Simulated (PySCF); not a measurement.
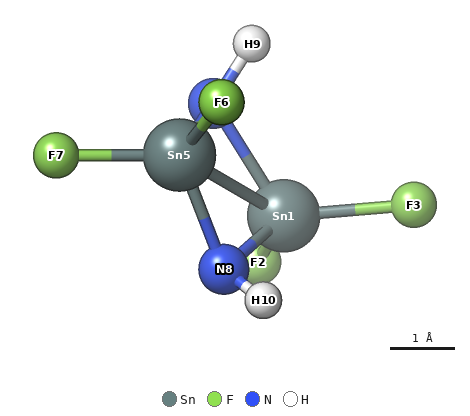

Figure 1. The starting structure (ball-and-stick view, seen at a tilt; atoms are numbered from 1 in the order of the input). Sticks mark near contacts. Bond lengths as drawn: F–Sn 1.83 to 2.07 Å, H–N 1.01 to 1.12 Å, N–Sn 2.02 to 2.14 Å and Sn–Sn 2.93 Å.

Geometry relaxation of Sn₂N₂H₂F₄ (part 1 of 2)

System: Sn₂N₂H₂F₄ (cyclo-(F2SnNH)2).
Method: PBE0-D3(BJ)/def2-SVP geometry optimisation, gas phase (PySCF 2.14.0).

It belongs to a series of runs on one base structure; here: F, n=2.

Input file
```
{"job": {"xc": "PBE0", "basis": "def2-SVP", "d3": "d3bj", "grid": 1, "maxiter": 30, "shake": 0.03, "kind": "geom"}, "charge": 0, "multiplicity": 1}
Sn    -0.562010    -1.248600     0.604800
F      0.019710    -2.618450     1.662210
F     -2.590680    -1.506290     0.300960
N      0.036880     0.683980     1.305670
Sn     0.772280     1.092910    -0.546660
F     -0.089750     2.504330    -1.605630
F      2.652970     1.587750    -0.367930
N      0.577460    -0.836580    -1.102430
H     -0.798830     1.309780     1.719390
H      0.106620    -1.045570    -1.965960
```

The first line tells a small driver script what to run in PySCF; the rest is the geometry in Å.

Machine: 1 CPU thread, shared host.

Run as:
```bash
OMP_NUM_THREADS=1 python <driver script> task.json out
```

The program's output
```
step   0  E = -937.85452641  max force = 0.057118
step   1  E = -937.87608128  max force = 0.044573
step   2  E = -937.87915507  max force = 0.016455
step   3  E = -937.88054224  max force = 0.006535
step   4  E = -937.88156597  max force = 0.005442
step   5  E = -937.88268692  max force = 0.009176
step   6  E = -937.88363277  max force = 0.004470
step   7  E = -937.88407511  max force = 0.002234
step   8  E = -937.88429018  max force = 0.002240
step   9  E = -937.88438815  max force = 0.001465
step  10  E = -937.88450358  max force = 0.001378
step  11  E = -937.88460523  max force = 0.001439
step  12  E = -937.88470315  max force = 0.001053
step  13  E = -937.88478425  max force = 0.000853
step  14  E = -937.88484751  max force = 0.000974
step  15  E = -937.88490584  max force = 0.001440
step  16  E = -937.88495313  max force = 0.001777
step  17  E = -937.88500235  max force = 0.001687
step  18  E = -937.88487904  max force = 0.002644
step  19  E = -937.88498686  max force = 0.002090
step  20  E = -937.88503442  max force = 0.001380
step  21  E = -937.88508153  max force = 0.001309
step  22  E = -937.88504246  max force = 0.002364
step  23  E = -937.88513406  max force = 0.001588
step  24  E = -937.88517235  max force = 0.000481
step  25  E = -937.88517759  max force = 0.000556
step  26  E = -937.88517784  max force = 0.000384
optimisation converged
```

Trajectory as extended XYZ (Å, eV, eV/Å), 27 frames, from step=0 to step=26
```
10
Properties=species:S:1:pos:R:3:forces:R:3 step=0 energy=-25520.32155
Sn   -0.5620   -1.2486    0.6048   -2.8001   2.8656  -1.8289
F     0.0197   -2.6185    1.6622    0.7491  -2.2583   1.6187
F    -2.5907   -1.5063    0.3010    2.5454   0.2045   0.4129
N     0.0369    0.6840    1.3057   -2.9371   0.5013   0.9100
Sn    0.7723    1.0929   -0.5467    0.8749   1.8511  -0.3658
F    -0.0897    2.5043   -1.6056    0.4866  -0.6683   0.4565
F     2.6530    1.5877   -0.3679   -0.8465  -0.0857  -0.2684
N     0.5775   -0.8366   -1.1024   -0.3686  -0.4661   1.0804
H    -0.7988    1.3098    1.7194    2.4727  -1.7540  -1.2433
H     0.1066   -1.0456   -1.9660   -0.1763  -0.1901  -0.7722
10
Properties=species:S:1:pos:R:3:forces:R:3 step=1 energy=-25520.90809
Sn   -0.5951   -1.1995    0.6037    2.2920  -0.2812   0.7017
F    -0.0374   -2.6865    1.7313   -0.2987   0.5673  -0.4857
F    -2.4173   -1.4517    0.3331   -1.9258  -0.3747  -0.2425
N    -0.0154    0.6536    1.2805   -0.0827  -0.3056  -0.3915
Sn    0.7748    1.1373   -0.5521    0.0462  -0.5012   0.3742
F    -0.0333    2.5144   -1.5919   -0.1590   0.3544  -0.2670
F     2.6076    1.6130   -0.3863    0.3906   0.2464  -0.1048
N     0.5340   -0.8301   -1.0864   -0.4126   0.0474   0.1954
H    -0.7710    1.2240    1.6471   -0.0610   0.2713   0.2463
H     0.0778   -1.0513   -1.9747    0.2109  -0.0240  -0.0261
10
Properties=species:S:1:pos:R:3:forces:R:3 step=2 energy=-25520.99173
Sn   -0.5854   -1.2007    0.6112   -0.6254  -0.4970   0.1241
F    -0.0418   -2.6810    1.7262   -0.1771   0.3144  -0.2747
F    -2.5055   -1.4951    0.3372    0.8462   0.0759   0.1443
N    -0.0115    0.6506    1.2769   -0.0370  -0.2111  -0.3667
Sn    0.7851    1.1425   -0.5516    0.1963  -0.1279   0.1350
F    -0.0284    2.5301   -1.6051    0.0389  -0.0078   0.0088
F     2.6307    1.6367   -0.4049   -0.0403   0.1087  -0.1202
N     0.5359   -0.8305   -1.0731   -0.3463   0.1113   0.0840
H    -0.7527    1.2302    1.6565   -0.0713   0.2652   0.2649
H     0.0982   -1.0596   -1.9689    0.2161  -0.0319   0.0005
10
Properties=species:S:1:pos:R:3:forces:R:3 step=3 energy=-25521.02947
Sn   -0.5949   -1.2046    0.6135   -0.2352   0.0845  -0.0725
F    -0.0704   -2.6749    1.7132    0.0110  -0.1109   0.0629
F    -2.4868   -1.5093    0.3487    0.2367   0.0028   0.0466
N    -0.0170    0.6508    1.2733   -0.3361   0.0269  -0.1920
Sn    0.7860    1.1386   -0.5514    0.2166  -0.0333   0.0951
F    -0.0217    2.5302   -1.6112    0.0657  -0.0809   0.0592
F     2.6341    1.6429   -0.4233   -0.1238   0.0686  -0.1105
N     0.5267   -0.8330   -1.0644   -0.2643   0.1470   0.0802
H    -0.7447    1.2507    1.6741    0.2529  -0.0463   0.0642
H     0.1135   -1.0681   -1.9680    0.1766  -0.0584  -0.0334
10
Properties=species:S:1:pos:R:3:forces:R:3 step=4 energy=-25521.05733
Sn   -0.6132   -1.2023    0.6185    0.1742   0.2676  -0.0992
F    -0.1091   -2.6768    1.7135    0.0870  -0.2077   0.1596
F    -2.4824   -1.5253    0.3642   -0.2799  -0.0513  -0.0366
N    -0.0269    0.6511    1.2621   -0.1669  -0.0144  -0.2144
Sn    0.7877    1.1366   -0.5527    0.1347  -0.1599   0.1361
F    -0.0085    2.5232   -1.6175   -0.0244   0.0234  -0.0214
F     2.6276    1.6596   -0.4610    0.0198   0.0780  -0.0647
N     0.5126   -0.8313   -1.0490   -0.1900   0.1517   0.0308
H    -0.7119    1.2711    1.6938    0.1075   0.0074   0.1366
H     0.1486   -1.0827   -1.9674    0.1379  -0.0947  -0.0267
10
Properties=species:S:1:pos:R:3:forces:R:3 step=5 energy=-25521.08783
Sn   -0.6446   -1.1948    0.6251    0.3497   0.2001  -0.0361
F    -0.1609   -2.6795    1.7228    0.0953  -0.1146   0.1170
F    -2.5034   -1.5410    0.3831   -0.4718  -0.0479  -0.0761
N    -0.0390    0.6526    1.2436   -0.1403   0.1147  -0.1135
Sn    0.7923    1.1314   -0.5577    0.1137  -0.1058   0.0760
F     0.0017    2.5128   -1.6343   -0.0570   0.0103  -0.0120
F     2.6248    1.6889   -0.5266    0.0181   0.0292   0.0010
N     0.4917   -0.8307   -1.0261   -0.1028   0.1408  -0.0357
H    -0.6518    1.3022    1.7360    0.1095  -0.0950   0.0927
H     0.2138   -1.1188   -1.9614    0.0856  -0.1317  -0.0133
10
Properties=species:S:1:pos:R:3:forces:R:3 step=6 energy=-25521.11357
Sn   -0.6835   -1.1797    0.6278    0.1795   0.0193   0.0051
F    -0.2098   -2.6669    1.7348    0.0652  -0.0245   0.0598
F    -2.5491   -1.5388    0.3916   -0.2298   0.0223  -0.0546
N    -0.0516    0.6574    1.2218   -0.0315   0.1092  -0.1022
Sn    0.7991    1.1244   -0.5651    0.0431  -0.0804   0.0167
F     0.0013    2.4924   -1.6519   -0.0948   0.0261  -0.0251
F     2.6174    1.7224   -0.5959    0.0733  -0.0097   0.0743
N     0.4713   -0.8320   -1.0037   -0.0442   0.1159  -0.0986
H    -0.5707    1.3216    1.7885    0.0035  -0.0523   0.1181
H     0.3003   -1.1777   -1.9434    0.0357  -0.1259   0.0064
10
Properties=species:S:1:pos:R:3:forces:R:3 step=7 energy=-25521.12561
Sn   -0.7045   -1.1691    0.6213    0.0911  -0.1149   0.0583
F    -0.2250   -2.6521    1.7399   -0.0001   0.0534  -0.0130
F    -2.5785   -1.5170    0.3779   -0.0314   0.0425  -0.0220
N    -0.0604    0.6616    1.2096   -0.0367   0.0846  -0.0705
Sn    0.8048    1.1205   -0.5681    0.0338   0.0248  -0.0635
F    -0.0104    2.4804   -1.6582   -0.0422  -0.0290   0.0208
F     2.6199    1.7361   -0.6100    0.0041  -0.0474   0.0856
N     0.4647   -0.8327   -1.0000   -0.0550   0.0876  -0.0725
H    -0.5348    1.3172    1.8231    0.0109  -0.0387   0.0584
H     0.3490   -1.2217   -1.9310    0.0255  -0.0630   0.0184
10
Properties=species:S:1:pos:R:3:forces:R:3 step=8 energy=-25521.13146
Sn   -0.7159   -1.1629    0.6110    0.0286  -0.1152   0.0558
F    -0.2298   -2.6367    1.7393   -0.0341   0.0314  -0.0186
F    -2.5960   -1.4938    0.3572    0.0872   0.0341   0.0050
N    -0.0695    0.6648    1.1985   -0.0597   0.0270  -0.0286
Sn    0.8094    1.1189   -0.5689   -0.0071   0.0326  -0.0654
F    -0.0203    2.4711   -1.6558   -0.0184  -0.0010  -0.0008
F     2.6226    1.7377   -0.5949    0.0244  -0.0329   0.0632
N     0.4618   -0.8297   -1.0036   -0.0742   0.0336  -0.0376
H    -0.5187    1.3051    1.8455    0.0237  -0.0047   0.0156
H     0.3812   -1.2513   -1.9238    0.0295  -0.0049   0.0114
10
Properties=species:S:1:pos:R:3:forces:R:3 step=9 energy=-25521.13413
Sn   -0.7199   -1.1631    0.6042    0.0573  -0.0640   0.0462
F    -0.2328   -2.6314    1.7380   -0.0375   0.0069  -0.0133
F    -2.5997   -1.4861    0.3453    0.0674   0.0134   0.0068
N    -0.0795    0.6658    1.1909   -0.0509  -0.0166  -0.0352
Sn    0.8106    1.1199   -0.5689   -0.0123   0.0660  -0.0665
F    -0.0233    2.4720   -1.6550    0.0222  -0.0194   0.0141
F     2.6266    1.7350   -0.5717   -0.0139  -0.0333   0.0359
N     0.4584   -0.8254   -1.0090   -0.0753   0.0147  -0.0077
H    -0.5147    1.2976    1.8544    0.0156   0.0209   0.0168
H     0.3989   -1.2610   -1.9238    0.0274   0.0115   0.0027
10
Properties=species:S:1:pos:R:3:forces:R:3 step=10 energy=-25521.13727
Sn   -0.7216   -1.1661    0.5963    0.0709   0.0017   0.0342
F    -0.2355   -2.6290    1.7355   -0.0240  -0.0263   0.0006
F    -2.5992   -1.4876    0.3348    0.0214  -0.0092   0.0016
N    -0.0971    0.6673    1.1791   -0.0549  -0.0019   0.0003
Sn    0.8090    1.1234   -0.5695   -0.0420   0.0289  -0.0112
F    -0.0183    2.4777   -1.6551    0.0304   0.0116  -0.0118
F     2.6271    1.7285   -0.5362    0.0117  -0.0100  -0.0005
N     0.4501   -0.8167   -1.0174   -0.0548  -0.0005   0.0032
H    -0.5118    1.2914    1.8634    0.0240  -0.0038  -0.0124
H     0.4219   -1.2657   -1.9265    0.0173   0.0094  -0.0040
10
Properties=species:S:1:pos:R:3:forces:R:3 step=11 energy=-25521.14004
Sn   -0.7208   -1.1704    0.5926    0.0740   0.0370   0.0273
F    -0.2356   -2.6313    1.7339   -0.0017  -0.0355   0.0074
F    -2.5946   -1.5018    0.3330   -0.0339  -0.0216  -0.0089
N    -0.1179    0.6701    1.1678   -0.0142  -0.0104  -0.0333
Sn    0.8037    1.1292   -0.5710   -0.0393   0.0214   0.0211
F    -0.0048    2.4915   -1.6612    0.0434   0.0009  -0.0048
F     2.6265    1.7216   -0.5063   -0.0097  -0.0098  -0.0216
N     0.4372   -0.8068   -1.0252   -0.0214   0.0103  -0.0019
H    -0.5099    1.2869    1.8698   -0.0021   0.0121   0.0191
H     0.4408   -1.2658   -1.9291    0.0049  -0.0044  -0.0045
10
Properties=species:S:1:pos:R:3:forces:R:3 step=12 energy=-25521.14270
Sn   -0.7188   -1.1746    0.5915    0.0324   0.0395   0.0184
F    -0.2296   -2.6349    1.7326    0.0177  -0.0197   0.0046
F    -2.5893   -1.5256    0.3358   -0.0412  -0.0203  -0.0116
N    -0.1434    0.6762    1.1547   -0.0134   0.0223  -0.0030
Sn    0.7949    1.1368   -0.5734   -0.0392  -0.0171   0.0541
F     0.0207    2.5101   -1.6718    0.0243   0.0159  -0.0207
F     2.6220    1.7111   -0.4803    0.0136  -0.0015  -0.0252
N     0.4191   -0.7941   -1.0337    0.0057   0.0141  -0.0107
H    -0.5094    1.2844    1.8786    0.0047  -0.0176  -0.0045
H     0.4585   -1.2660   -1.9296   -0.0047  -0.0155  -0.0013
10
Properties=species:S:1:pos:R:3:forces:R:3 step=13 energy=-25521.14491
Sn   -0.7187   -1.1760    0.5927   -0.0200   0.0155   0.0053
F    -0.2187   -2.6341    1.7332    0.0283   0.0017   0.0029
F    -2.5857   -1.5509    0.3407   -0.0254  -0.0129  -0.0068
N    -0.1716    0.6857    1.1411    0.0009   0.0119  -0.0140
Sn    0.7852    1.1439   -0.5762   -0.0073  -0.0051   0.0438
F     0.0541    2.5301   -1.6878    0.0147  -0.0032  -0.0104
F     2.6187    1.6967   -0.4615    0.0012  -0.0080  -0.0171
N     0.3978   -0.7816   -1.0410    0.0175   0.0044  -0.0174
H    -0.5093    1.2812    1.8875   -0.0050   0.0075   0.0162
H     0.4728   -1.2717   -1.9244   -0.0049  -0.0118  -0.0027
10
Properties=species:S:1:pos:R:3:forces:R:3 step=14 energy=-25521.14663
Sn   -0.7232   -1.1741    0.5961   -0.0501   0.0106  -0.0161
F    -0.2066   -2.6254    1.7390    0.0265   0.0207   0.0017
F    -2.5869   -1.5713    0.3470    0.0059  -0.0036   0.0044
N    -0.1992    0.6993    1.1272   -0.0129   0.0053   0.0028
Sn    0.7775    1.1473   -0.5801    0.0218  -0.0047   0.0306
F     0.0914    2.5422   -1.7081   -0.0058  -0.0060  -0.0121
F     2.6172    1.6764   -0.4497    0.0083  -0.0086  -0.0024
N     0.3762   -0.7730   -1.0465    0.0083  -0.0118  -0.0025
H    -0.5076    1.2848    1.8942    0.0021   0.0024  -0.0021
H     0.4857   -1.2829   -1.9146   -0.0042  -0.0044  -0.0044
```
